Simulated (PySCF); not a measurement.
# TiH4 (SMILES [H][Ti]([H])([H])[H]) at 5 levels

Wanted: a comparison of 5 runs (HF/3-21G, PBE/def2-SVP, PBE/pcseg-2, MP2/def2-SVP, CCSD/3-21G) of TiH4. The job is set up through a Python script.

The calculation is run with PySCF 2.14.0.

## 1. The molecule

The species is TiH4 (5 atoms), meant as a singlet with charge 0. SMILES: `[H][Ti]([H])([H])[H]`. The shape comes from GFN2-xTB, which is rough for such elements, and wasn't checked as a minimum.

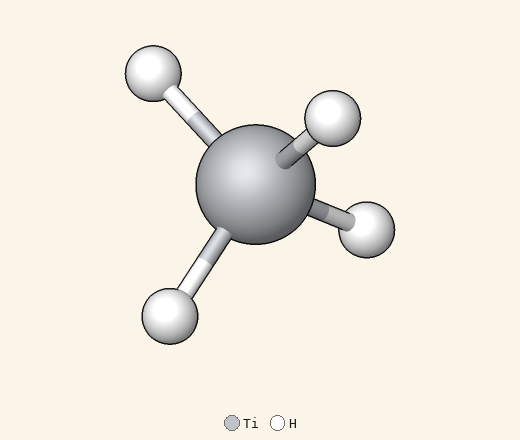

The structure, seen from a chosen angle (titanium light grey, hydrogen white).

## 2. Energy and forces at HF/3-21G (run 1)

run.py reads:

```python
from pyscf import gto, scf

mol = gto.Mole()
mol.atom = '''
Ti    -0.000019    -0.000397    -0.000283
H      0.020711    -0.031785     3.271059
H      3.078250     0.019729    -1.107928
H     -1.557607     2.676835    -1.053541
H     -1.541336    -2.664400    -1.109288
'''
mol.unit = 'bohr'
mol.max_memory = 1860
mol.verbose = 4
mol.basis = '3-21g'
mol.build()

mf = scf.RHF(mol)
mf.conv_tol = 1e-10
mf.kernel()
if not mf.converged:
    mf = mf.newton().run(mf.mo_coeff, mf.mo_occ)

e_tot = mf.e_tot
print(f'total energy: {e_tot:.8f} hartree')
grad = mf.nuc_grad_method().kernel()
dip = mf.dip_moment()
pop, q = mf.mulliken_pop()
```

Run with:

```bash
OMP_NUM_THREADS=1 python run.py
```

The program printed:

```text
PySCF version 2.14.0

[... 57 lines left out ...]
converged SCF energy = -846.409075833428
total energy: -846.40907583 hartree
[... 11 lines left out ...]
Dipole moment(X, Y, Z, Debye): -0.00012, -0.00163, -0.00118
[... 41 lines left out ...]
charge of    4H =     -0.29824
```

It took 3.3 s on 1 thread of Intel Xeon at 2.50GHz (Skylake/Cascade Lake), shared host; peak memory 0.12 GiB.

## 3. Energy and gradient at PBE/def2-SVP (run 2)

run.py reads:

```python
from pyscf import gto, dft

molecule = gto.M(
    atom='''
Ti    -0.000019    -0.000397    -0.000283
H      0.020711    -0.031785     3.271059
H      3.078250     0.019729    -1.107928
H     -1.557607     2.676835    -1.053541
H     -1.541336    -2.664400    -1.109288
''',
    verbose=4,
    unit='bohr',
    basis='def2-svp',
    charge=0,
    max_memory=1860,
)

myscf = dft.RKS(molecule, xc='pbe')
myscf.conv_tol = 1e-10
myscf.grids.level = 5
myscf.kernel()
if not myscf.converged:
    myscf = myscf.newton().run(myscf.mo_coeff, myscf.mo_occ)

etot = myscf.e_tot
print('E(%s) = %.9f' % ('PBE', etot))
grad = myscf.nuc_grad_method().kernel()
dip = myscf.dip_moment()
pop, q = myscf.mulliken_pop()
```

Run with:

```bash
OMP_NUM_THREADS=1 python run.py
```

The program printed:

```text
PySCF version 2.14.0

[... 74 lines left out ...]
converged SCF energy = -851.391017698225
[... 13 lines left out ...]
Dipole moment(X, Y, Z, Debye): -0.00008, -0.00133, -0.00097
[... 57 lines left out ...]
charge of    4H =     -0.16479
```

Wall time 21 s (1 thread of Intel Xeon at 2.50GHz (Skylake/Cascade Lake), shared host); peak memory 0.52 GiB.

Runs 3 to 4 aren't shown in full; the table further down has their settings and results.

## 4. The energy at CCSD/3-21G (run 5)

run.py reads:

```python
from pyscf import gto, cc

mol = gto.M(
    atom=[
    ('Ti', (-0.000010, -0.000210, -0.000150)),
    ('H', (0.010960, -0.016820, 1.730970)),
    ('H', (1.628940, 0.010440, -0.586290)),
    ('H', (-0.824250, 1.416520, -0.557510)),
    ('H', (-0.815640, -1.409940, -0.587010)),
],
    charge=0,
    basis='3-21g',
    spin=0,
    verbose=3,
    max_memory=1860,
)

mf = mol.RHF()
mf.conv_tol = 1e-10
mf.kernel()
if not mf.converged:
    mf = mf.newton().run(mf.mo_coeff, mf.mo_occ)

mycc = cc.CCSD(mf, frozen=5)
mycc.kernel()
e_tot = mycc.e_tot
print(f'total energy: {e_tot:.8f} hartree')
mf.analyze()
```

Run with:

```bash
OMP_NUM_THREADS=1 python run.py
```

The program printed:

```text
converged SCF energy = -846.409075818651
E(CCSD) = -846.6672680631062  E_corr = -0.2581922444552226
total energy: -846.66726806 hartree
**** MO energy ****
MO #1   energy= -182.35460988924   occ= 2
MO #2   energy= -21.6350549512657  occ= 2
MO #3   energy= -17.9811601970367  occ= 2
MO #4   energy= -17.9811562134404  occ= 2
MO #5   energy= -17.9811544830485  occ= 2
MO #6   energy= -3.07266049205127  occ= 2
MO #7   energy= -1.97571951666676  occ= 2
MO #8   energy= -1.97570877460844  occ= 2
MO #9   energy= -1.9757039082781   occ= 2
MO #10  energy= -0.477604288351262 occ= 2
MO #11  energy= -0.454860836380183 occ= 2
MO #12  energy= -0.454801223004156 occ= 2
MO #13  energy= -0.454773893310459 occ= 2
MO #14  energy= 0.0124669963394635 occ= 0
MO #15  energy= 0.0124890324085854 occ= 0
MO #16  energy= 0.0125067177224221 occ= 0
MO #17  energy= 0.08370249308452   occ= 0
MO #18  energy= 0.0857377810647839 occ= 0
MO #19  energy= 0.0857780027765913 occ= 0
MO #20  energy= 0.103177949836633  occ= 0
MO #21  energy= 0.103181392720005  occ= 0
MO #22  energy= 0.10318886742586   occ= 0
MO #23  energy= 0.259211835860438  occ= 0
MO #24  energy= 0.259357182387314  occ= 0
MO #25  energy= 0.2594286851364    occ= 0
MO #26  energy= 0.301787039578601  occ= 0
MO #27  energy= 1.27983298948255   occ= 0
MO #28  energy= 1.27991780056142   occ= 0
MO #29  energy= 1.27995784300476   occ= 0
MO #30  energy= 1.37045390138324   occ= 0
MO #31  energy= 1.64358957926663   occ= 0
MO #32  energy= 1.64361868510381   occ= 0
MO #33  energy= 1.80400743982006   occ= 0
MO #34  energy= 1.80407023830482   occ= 0
MO #35  energy= 1.80421466355831   occ= 0
 ** Mulliken atomic charges  **
charge of    0Ti =      1.46917
charge of    1H =     -0.36723
charge of    2H =     -0.36731
charge of    3H =     -0.36725
charge of    4H =     -0.36737
Dipole moment(X, Y, Z, Debye): -0.00012, -0.00163, -0.00118
```

It took 4.8 s on 1 thread of Intel Xeon at 2.50GHz (Skylake/Cascade Lake), shared host; peak memory 0.13 GiB.

## 5. The series

| run | level | integration grid | frozen core orbitals | energy (Eh) | dipole moment (D) of the reference | HOMO energy (eV) | LUMO energy (eV) | wall time |
| --- | --- | --- | --- | --- | --- | --- | --- | --- |
| 1 | HF/3-21G | – | – | -846.409076 | 0.00 | -12.38 | 0.34 | 3.3 s |
| 2 | PBE/def2-SVP | 5 | – | -851.391018 | 0.00 | -7.44 | -4.40 | 21 s |
| 3 | PBE/pcseg-2 | 5 | – | -851.530590 | 0.00 | -7.42 | -4.41 | 1.9 min |
| 4 | MP2/def2-SVP | – | 5 | -850.780140 | 0.00 | -12.33 | 1.18 | 9 s |
| 5 | CCSD/3-21G | – | 5 | -846.667268 | 0.00 | -12.38 | 0.34 | 4.8 s |

## 6. What came out

```
                                          quantity          value
                               run 5: total energy  -846.66727 Eh
       run 5: dipole moment (Hartree–Fock density)         0.00 D
        run 5: HOMO energy (Hartree–Fock orbitals)      -12.38 eV
        run 5: LUMO energy (Hartree–Fock orbitals)        0.34 eV
      run 5: HOMO–LUMO gap (Hartree–Fock orbitals)       12.71 eV
run 5: correlation energy (5 core orbitals frozen)     -258.2 mEh
                              run 5: T1 diagnostic          0.024
```

What this shows: Over runs 1, 2, 3 the HOMO–LUMO gap runs from 3.01 eV (PBE/pcseg-2) to 12.71 eV (HF/3-21G). The two ends differ in method and basis. All runs together took 2.5 min, the longest 1.9 min.
